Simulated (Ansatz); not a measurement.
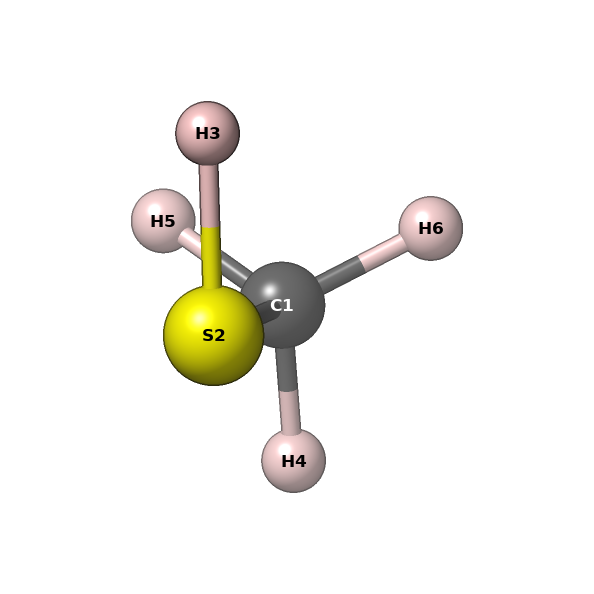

(Drawn from a calculation with Ansatz.)

C1 lies behind S2. The molecule seen a little off the S2–C1 bond, S2 in front. Distant atoms are faded towards the background colour. Geometry: a fixed input geometry, not necessarily a minimum.

### What is the torsion angle H3–S2–C1–H4? The sign is positive where the front bond must turn clockwise to cover the back bond.

180°, antiperiplanar (anti).
